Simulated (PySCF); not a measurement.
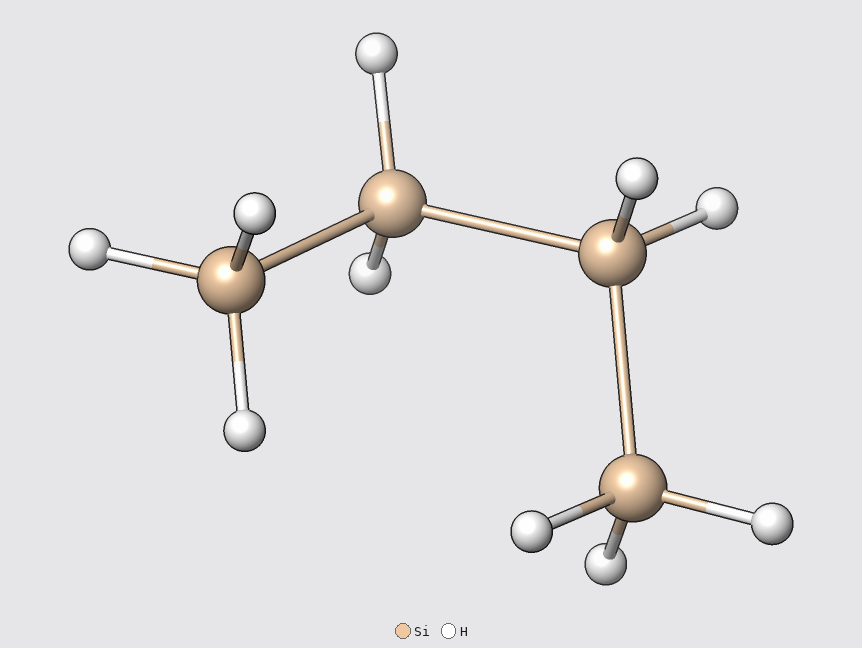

The picture shows a molecular structure as a ball-and-stick model.

The geometry was computed by an optimisation with PBE0-D3(BJ)/def2-TZVP. No frequency run is at hand to confirm it as a minimum.

Identify the structure.

Formula Si₄H₁₀. Its SMILES string is `[SiH3][SiH2][SiH2][SiH3]`. It has no ring. Among its groups: Si–H bond. This geometry has C2 symmetry. Coordination: 4 Si tetrahedral.

The parts below concern this one geometry. Atoms keep their numbers from picture to picture.

Shape

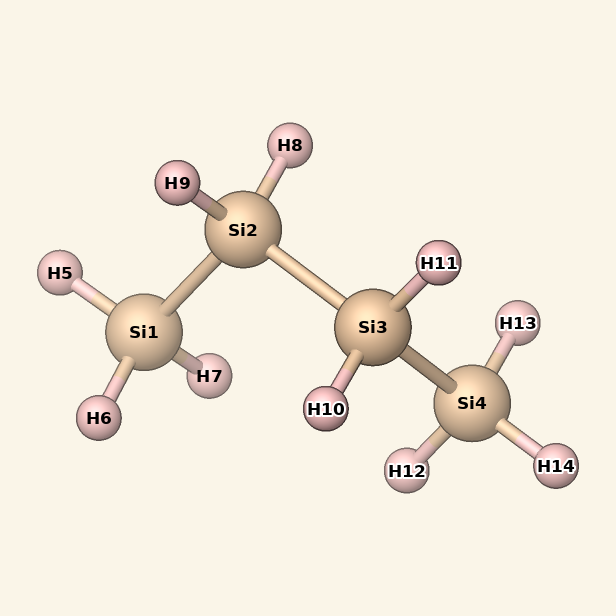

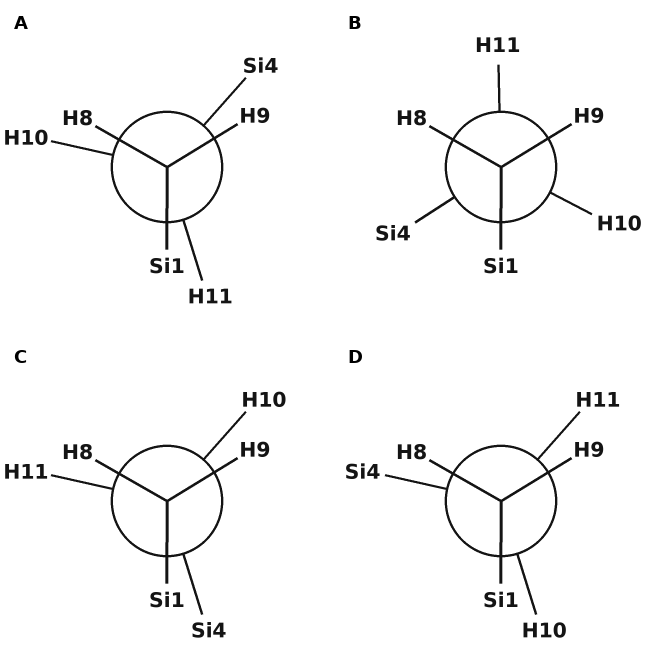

Depth is shown by fading: the farther an atom, the more it takes the colour of the background. Bonds that would overlap in a projection are set slightly apart. No frequency run is at hand to confirm it as a minimum.

Question: Which Newman projection shows the view along Si2–Si3, with Si2 in front?

Answer: B. The torsion angle Si1–Si2–Si3–Si4 is 57°, synclinal (gauche).

Electronic properties

No frequency run is at hand to confirm it as a minimum. Properties computed with KT3/pcSseg-2, gas phase (PySCF 2.14.0).

Question: Give the HOMO energy (Kohn–Sham orbital) at this level.

Answer: −6.98 eV.

Question: What is the LUMO energy (Kohn–Sham orbital)?

Answer: −1.11 eV.

Question: Estimate the dipole moment.

Answer: 0.10 D.

Charges

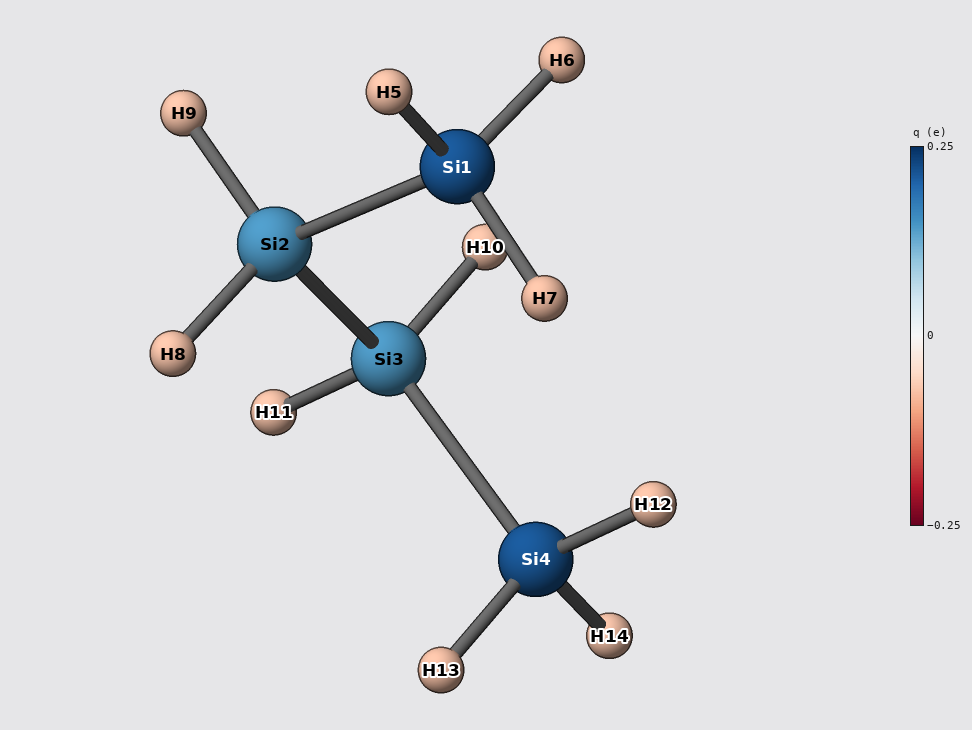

Atoms are coloured by their Hirshfeld charges. No frequency run is at hand to confirm it as a minimum. Level of theory: PBE0/pcSseg-2, gas phase (PySCF 2.14.0).

Give the Hirshfeld charges atom by atom.

| atom | value (e) |
| --- | --- |
| Si1 | 0.21 |
| Si2 | 0.14 |
| Si3 | 0.14 |
| Si4 | 0.21 |
| H5 | −0.07 |
| H6 | −0.07 |
| H7 | −0.07 |
| H8 | −0.07 |
| H9 | −0.07 |
| H10 | −0.07 |
| H11 | −0.07 |
| H12 | −0.07 |
| H13 | −0.07 |
| H14 | −0.07 |

NMR shielding

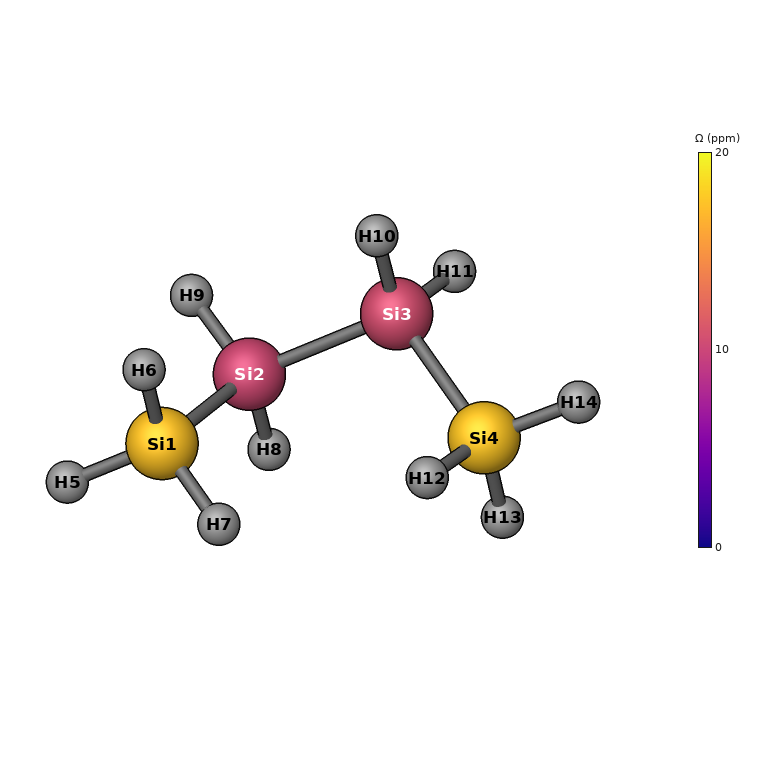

The Si atoms are coloured by the span of their shielding tensor. No frequency run is at hand to confirm it as a minimum. Level of theory: GIAO WP04/pcSseg-2 NMR shielding, non-relativistic, IEF-PCM chloroform (PySCF 2.14.0). Principal shieldings σ11 ≤ σ22 ≤ σ33, span Ω = σ33 − σ11, skew κ = 3(σiso − σ22)/Ω.

Question: Which Si atom has the most anisotropic shielding?

Answer: Si1, Si4, with a span of 17 ppm.

Give the shielding tensors of the Si atoms.

```json
{"atom": "Si1, Si4", "σ11": "411.8", "σ22": "416.4", "σ33": "429.2", "σiso": "419.1", "Ω": "17.5", "κ": "0.47"}
{"atom": "Si2, Si3", "σ11": "417.3", "σ22": "426.3", "σ33": "427.6", "σiso": "423.8", "Ω": "10.4", "κ": "−0.75"}
```

Shieldings and span in ppm.

Bond orders

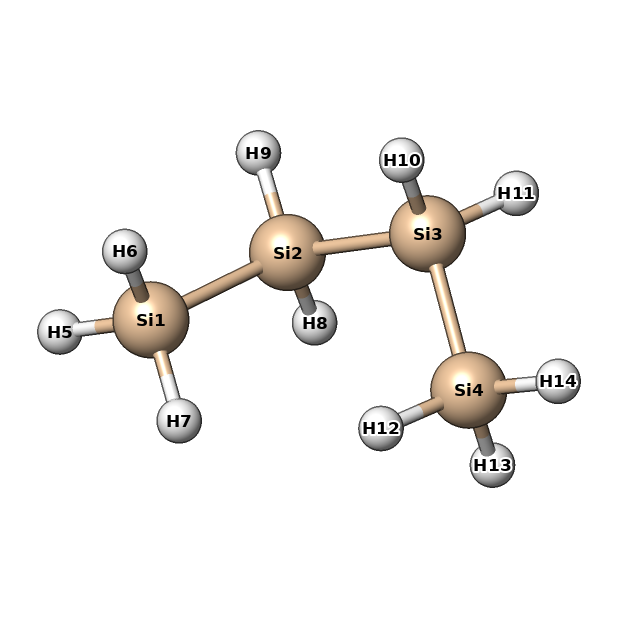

Every bond is drawn as one stick. No frequency run is at hand to confirm it as a minimum. Computed with PBE0/pcSseg-2 (PySCF 2.14.0).

List the Mayer bond orders of Si2–Si3, Si1–Si2, Si2–H8, Si2–H9, Si1–H7, Si1–H6, Si1–H5 (one bond of each equivalent set).

```tsv
bond	Mayer order	length (Å)
Si2–Si3	0.93	2.338
Si1–Si2	0.94	2.338
Si2–H8	0.92	1.490
Si2–H9	0.92	1.490
Si1–H7	0.92	1.488
Si1–H6	0.93	1.488
Si1–H5	0.93	1.488
```
